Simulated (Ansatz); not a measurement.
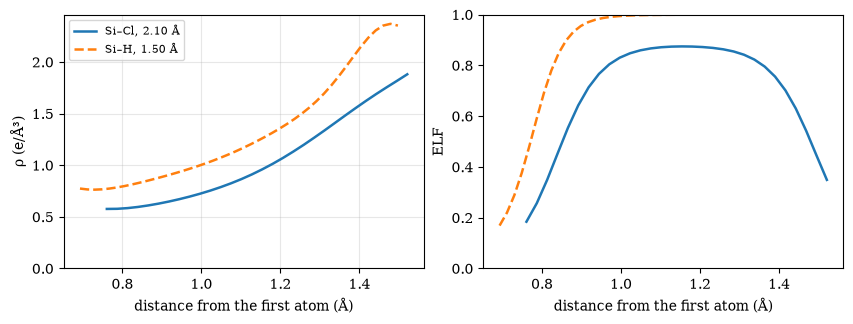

The picture shows: ClH₃Si. Electron density and electron localisation function along straight lines between neighbouring atoms. The curves leave out the atomic cores.

Theory: Ansatz 0.2.0, RKS PBE-D4/def2-SVPD.

Input

```
crystal:
  periodic: [false, false, false]
  atoms:
    - { symbol: Si, position_ang: [0.154443, 0.008834, 0.109329] }
    - { symbol: H, position_ang: [0.493227, -0.039202, 1.524354] }
    - { symbol: H, position_ang: [1.601493, -0.039233, -0.042702] }
    - { symbol: H, position_ang: [-0.543391, 1.228097, -0.384215] }
    - { symbol: Cl, position_ang: [-0.814572, -1.705197, -0.575966] }
basis:
  gaussian: { orbitals: def2-SVPD }
hamiltonian:
  xc: pbe
  dispersion: d4
relax:
  f_tol: 0.03
  max_steps: 50
output:
  orbitals: {}
```

Command:

```sh
ansatz run input.yaml --threads 1 --pin off --max-ram 2048MiB --backend cpu --events-out ev --progress --plain --runs-dir out
```

The fields are those of the run's last geometry, not of the input's.

**Compare the contacts.**

Si–Cl (2.10 Å): ρ is about 0.79 e/Å³ halfway; the ELF peaks at about 0.85 between the atoms: a shared but strongly polarised pair.
Si–H (1.50 Å): the density is about 0.77 e/Å³ at the midpoint; the ELF climbs to about 1 towards the hydrogen, as it does in any bond to H.
